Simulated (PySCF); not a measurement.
**Geometry relaxation, with input and output: TaNHCl3**

The run: geometry relaxation of TaNHCl3 (Ta(NH)Cl3). Method and program: PBE0-D3(BJ)/def2-SVP geometry optimisation, gas phase (PySCF 2.14.0).

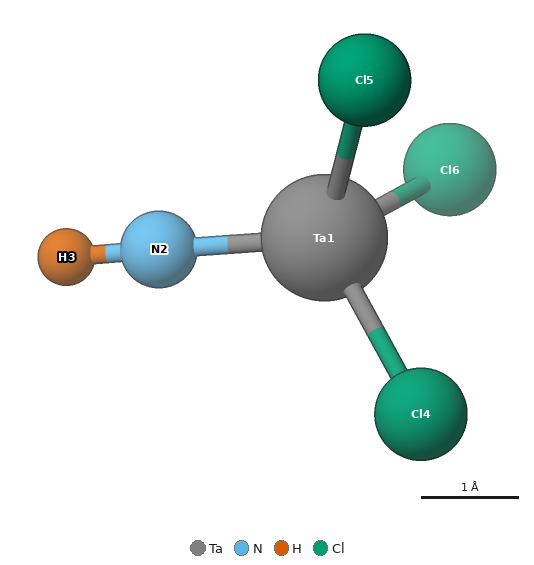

**Figure 1.** The input geometry (ball-and-stick view, seen at a tilt; atoms are numbered from 1 in the order of the input). Sticks mark near contacts. Bond lengths as drawn: Cl–Ta 2.20 to 2.32 Å, H–N 0.99 Å and N–Ta 1.76 Å.

Results in brief

| quantity | value |
| --- | --- |
| outcome | converged |
| total energy | −1492.216344 hartree |
| dipole moment | 1.30 D |
| point group | C3v |
| hardware | 1 CPU thread, shared host |
| wall time | 86 s |
| peak memory | 0.41 GiB |

Input file
```
{"job": {"xc": "PBE0", "basis": "def2-SVP", "d3": "d3bj", "grid": 1, "maxiter": 30, "shake": 0.03, "kind": "geom"}, "charge": 0, "multiplicity": 1}
Ta     0.057210    -0.078140    -0.281720
N      0.001100    -0.004310     1.478470
H     -0.027490     0.009070     2.469160
Cl     2.104870     0.003110    -1.265120
Cl    -1.038780     1.721260    -1.258580
Cl    -1.033780    -1.747010    -1.211500
```

The first line tells a small driver script what to run in PySCF; the rest is the geometry in Å.

Run as:
```bash
OMP_NUM_THREADS=1 python <driver script> task.json out
```

What the program printed
```
step   0  E = -1492.20299698  max force = 0.044711
step   1  E = -1492.21354624  max force = 0.007493
step   2  E = -1492.21572709  max force = 0.010194
step   3  E = -1492.21610834  max force = 0.008664
step   4  E = -1492.21620928  max force = 0.001304
step   5  E = -1492.21622086  max force = 0.001178
step   6  E = -1492.21524182  max force = 0.005194
step   7  E = -1492.21604784  max force = 0.002528
step   8  E = -1492.21610990  max force = 0.002244
step   9  E = -1492.21634353  max force = 0.000499
step  10  E = -1492.21599845  max force = 0.003107
step  11  E = -1492.21622209  max force = 0.001551
step  12  E = -1492.21630516  max force = 0.001074
step  13  E = -1492.21632188  max force = 0.001068
step  14  E = -1492.21634304  max force = 0.001031
step  15  E = -1492.21634362  max force = 0.001042
optimisation converged
```

Trajectory as extended XYZ (Å, eV, eV/Å), 16 frames, from step=0 to step=15
```
6
Properties=species:S:1:pos:R:3:forces:R:3 step=0 energy=-40604.91177
Ta    0.0572   -0.0781   -0.2817    0.0401   2.2991  -0.1225
N     0.0011   -0.0043    1.4785    0.1047  -0.2238  -1.2076
H    -0.0275    0.0091    2.4692   -0.0674   0.0385   1.1423
Cl    2.1049    0.0031   -1.2651    0.7654  -0.0787   0.1645
Cl   -1.0388    1.7213   -1.2586    0.1630  -0.1534   0.4795
Cl   -1.0338   -1.7470   -1.2115   -1.0057  -1.8818  -0.4562
6
Properties=species:S:1:pos:R:3:forces:R:3 step=1 energy=-40605.19883
Ta    0.0365   -0.0237   -0.3429   -0.0425  -0.2056  -0.3552
N    -0.0156    0.0079    1.4161    0.0715  -0.0527  -0.3853
H    -0.0430    0.0014    2.4308   -0.0069   0.0374  -0.0318
Cl    2.1951    0.0020   -1.1739   -0.1520  -0.0301   0.3537
Cl   -1.0468    1.7972   -1.2199   -0.0170   0.1087   0.1578
Cl   -1.0631   -1.8809   -1.1794    0.1468   0.1423   0.2609
6
Properties=species:S:1:pos:R:3:forces:R:3 step=2 energy=-40605.25818
Ta    0.0225   -0.0174   -0.3919   -0.0509  -0.3236  -0.5242
N    -0.0277    0.0070    1.3501   -0.0046  -0.0100   0.4524
H    -0.0497    0.0062    2.3679    0.0004   0.0242  -0.1644
Cl    2.2224   -0.0124   -1.0603    0.0191  -0.0009   0.0730
Cl   -1.0482    1.8442   -1.1914   -0.0684   0.1697   0.0151
Cl   -1.0562   -1.9237   -1.1437    0.1044   0.1405   0.1481
6
Properties=species:S:1:pos:R:3:forces:R:3 step=3 energy=-40605.26855
Ta    0.0157   -0.0217   -0.4324   -0.0604  -0.0038   0.4455
N    -0.0326    0.0073    1.3193   -0.0189  -0.0066  -0.3616
H    -0.0524    0.0169    2.3345   -0.0004   0.0091  -0.0582
Cl    2.2403   -0.0249   -1.0083    0.0272  -0.0020  -0.0557
Cl   -1.0560    1.8794   -1.1776    0.0278  -0.0384   0.0024
Cl   -1.0518   -1.9530   -1.1048    0.0247   0.0417   0.0275
6
Properties=species:S:1:pos:R:3:forces:R:3 step=4 energy=-40605.27130
Ta    0.0170   -0.0234   -0.4264    0.0064   0.0197  -0.0670
N    -0.0321    0.0107    1.3163   -0.0073   0.0033   0.0577
H    -0.0542    0.0233    2.3301    0.0009   0.0101   0.0085
Cl    2.2396   -0.0281   -1.0229   -0.0107  -0.0036  -0.0208
Cl   -1.0545    1.8746   -1.1771    0.0156  -0.0228   0.0013
Cl   -1.0526   -1.9531   -1.0892   -0.0049  -0.0067   0.0203
6
Properties=species:S:1:pos:R:3:forces:R:3 step=5 energy=-40605.27161
Ta    0.0178   -0.0250   -0.4244    0.0096  -0.0039  -0.0606
N    -0.0289    0.0171    1.3185    0.0094   0.0079   0.0494
H    -0.0516    0.0336    2.3321    0.0043   0.0114   0.0109
Cl    2.2352   -0.0334   -1.0397   -0.0080  -0.0039  -0.0080
Cl   -1.0527    1.8676   -1.1831   -0.0018   0.0060  -0.0120
Cl   -1.0567   -1.9559   -1.0726   -0.0136  -0.0175   0.0204
6
Properties=species:S:1:pos:R:3:forces:R:3 step=6 energy=-40605.24497
Ta    0.0222   -0.0569   -0.4052   -0.0108  -0.2542   0.0288
N     0.0419    0.1426    1.3297    0.1857   0.0683  -0.0069
H     0.0253    0.2368    2.3379    0.0293   0.0241   0.0523
Cl    2.1430   -0.1620   -1.2920    0.1298  -0.0067   0.1834
Cl   -1.0396    1.7498   -1.2982   -0.2235   0.2671  -0.1412
Cl   -1.1297   -2.0063   -0.7414   -0.1104  -0.0986  -0.1163
6
Properties=species:S:1:pos:R:3:forces:R:3 step=7 energy=-40605.26690
Ta    0.0196   -0.0413   -0.4154   -0.0007  -0.1300  -0.0054
N     0.0058    0.0793    1.3261    0.1079   0.0382  -0.0097
H    -0.0144    0.1343    2.3379    0.0257   0.0145   0.0196
Cl    2.1932   -0.0928   -1.1688    0.0278  -0.0050   0.0906
Cl   -1.0443    1.8111   -1.2425   -0.0991   0.1244  -0.0899
Cl   -1.0968   -1.9867   -0.9066   -0.0617  -0.0422  -0.0053
6
Properties=species:S:1:pos:R:3:forces:R:3 step=8 energy=-40605.26859
Ta    0.0167   -0.0462   -0.4159    0.0061  -0.1154   0.0258
N     0.0142    0.0946    1.3247    0.0953   0.0352  -0.0351
H     0.0004    0.1594    2.3361    0.0225   0.0150   0.0132
Cl    2.1885   -0.1092   -1.1738    0.0204  -0.0053   0.0851
Cl   -1.0467    1.7982   -1.2635   -0.0890   0.1040  -0.0792
Cl   -1.1099   -1.9928   -0.8769   -0.0553  -0.0335  -0.0097
6
Properties=species:S:1:pos:R:3:forces:R:3 step=9 energy=-40605.27495
Ta    0.0077   -0.0512   -0.4204    0.0168  -0.0163   0.0157
N     0.0226    0.1011    1.3187    0.0158   0.0165  -0.0227
H     0.0250    0.1717    2.3304    0.0109   0.0155  -0.0098
Cl    2.1950   -0.1153   -1.1303   -0.0095  -0.0116   0.0127
Cl   -1.0605    1.7935   -1.2826   -0.0120   0.0024  -0.0216
Cl   -1.1266   -1.9958   -0.8852   -0.0219  -0.0065   0.0257
6
Properties=species:S:1:pos:R:3:forces:R:3 step=10 energy=-40605.26556
Ta   -0.0174   -0.1049   -0.4115    0.0421   0.0780  -0.0187
N     0.1173    0.2620    1.2892   -0.0733   0.0295   0.0399
H     0.1818    0.4407    2.2854   -0.0011   0.0417  -0.0187
Cl    2.1325   -0.2887   -1.2018    0.0522  -0.0347  -0.0313
Cl   -1.0962    1.6261   -1.4751    0.0085   0.0453   0.1247
Cl   -1.2549   -2.0313   -0.5555   -0.0283  -0.1598  -0.0959
6
Properties=species:S:1:pos:R:3:forces:R:3 step=11 energy=-40605.27165
Ta   -0.0157   -0.1091   -0.4122    0.0188   0.0668  -0.0026
N     0.1107    0.2592    1.2891   -0.0558  -0.0171   0.0091
H     0.1720    0.4482    2.2833   -0.0030   0.0318  -0.0017
Cl    2.1357   -0.2915   -1.2041    0.0204  -0.0174  -0.0094
Cl   -1.0937    1.6407   -1.4431    0.0142   0.0129   0.0798
Cl   -1.2459   -2.0435   -0.5822    0.0053  -0.0769  -0.0752
6
Properties=species:S:1:pos:R:3:forces:R:3 step=12 energy=-40605.27391
Ta   -0.0122   -0.1161   -0.4109   -0.0278   0.0153   0.0103
N     0.1084    0.2715    1.2868   -0.0070  -0.0552  -0.0116
H     0.1648    0.4838    2.2766    0.0000   0.0192   0.0084
Cl    2.1303   -0.3196   -1.2283    0.0038   0.0091   0.0343
Cl   -1.0908    1.6444   -1.4169    0.0031   0.0056   0.0136
Cl   -1.2373   -2.0600   -0.5766    0.0278   0.0061  -0.0550
6
Properties=species:S:1:pos:R:3:forces:R:3 step=13 energy=-40605.27436
Ta   -0.0127   -0.1139   -0.4107   -0.0198  -0.0008   0.0031
N     0.1076    0.2691    1.2879   -0.0064  -0.0367   0.0096
H     0.1639    0.4834    2.2775   -0.0010   0.0104  -0.0031
Cl    2.1292   -0.3216   -1.2279    0.0096   0.0139   0.0329
Cl   -1.0918    1.6467   -1.4156    0.0002   0.0122   0.0124
Cl   -1.2330   -2.0596   -0.5805    0.0174   0.0010  -0.0549
6
Properties=species:S:1:pos:R:3:forces:R:3 step=14 energy=-40605.27494
Ta   -0.0137   -0.1114   -0.4105   -0.0089  -0.0112  -0.0011
N     0.1074    0.2660    1.2893   -0.0115  -0.0169   0.0093
H     0.1644    0.4850    2.2779   -0.0019   0.0004  -0.0019
Cl    2.1282   -0.3256   -1.2256    0.0113   0.0206   0.0296
Cl   -1.0950    1.6491   -1.4146    0.0052   0.0111   0.0170
Cl   -1.2281   -2.0591   -0.5858    0.0058  -0.0039  -0.0530
6
Properties=species:S:1:pos:R:3:forces:R:3 step=15 energy=-40605.27495
Ta   -0.0135   -0.1112   -0.4107   -0.0101  -0.0130   0.0038
N     0.1074    0.2656    1.2893   -0.0115  -0.0152   0.0044
H     0.1642    0.4851    2.2778   -0.0018  -0.0004  -0.0004
Cl    2.1285   -0.3256   -1.2254    0.0115   0.0209   0.0291
Cl   -1.0953    1.6491   -1.4145    0.0059   0.0116   0.0167
Cl   -1.2282   -2.0589   -0.5859    0.0061  -0.0040  -0.0536
```

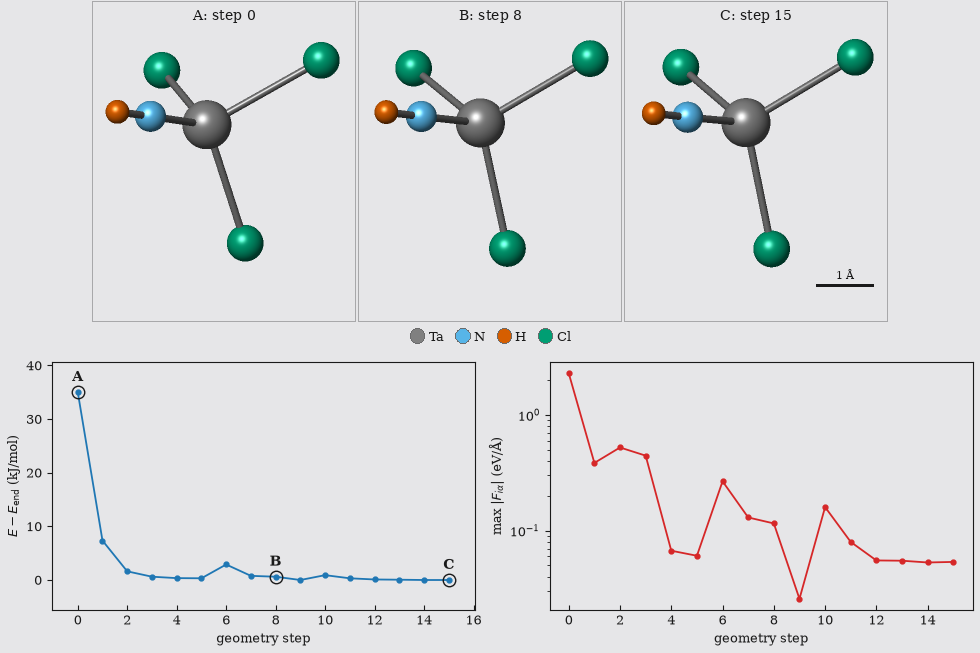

**Figure 2.** Frames of the relaxation (ball-and-stick view, seen at a tilt) above the curves, on which the letters mark them (steps are counted from 0).

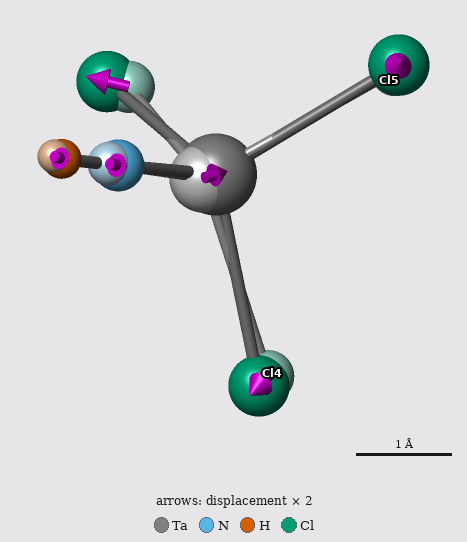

**Figure 3.** Start (faint) and end (solid) with the displacements as pink arrows, magnified 2 times (ball-and-stick view, seen at a tilt). The two geometries are laid on each other by the best rigid fit. The energy falls by 35.0 kJ/mol in 15 geometry steps. Largest force component: 2.3 eV/Å at the start, 0.054 eV/Å at the end. The largest move after the best rigid fit is that of Cl6, 0.24 Å. Largest moves by element: Cl 0.24 Å, N 0.16 Å, Ta 0.15 Å, H 0.13 Å. Distances before and after: Ta1–Cl6 2.200 → 2.302 Å, Ta1–Cl4 2.273 → 2.302 Å, Ta1–Cl5 2.322 → 2.297 Å, N2–H3 0.991 → 1.014 Å. Among the angles that change: Cl5–Ta1–Cl6 100.1° → 111.5°, N2–Ta1–Cl4 117.3° → 107.5°, N2–Ta1–Cl6 116.0° → 107.1°. (Atoms are counted from 1 in the order of the input.)
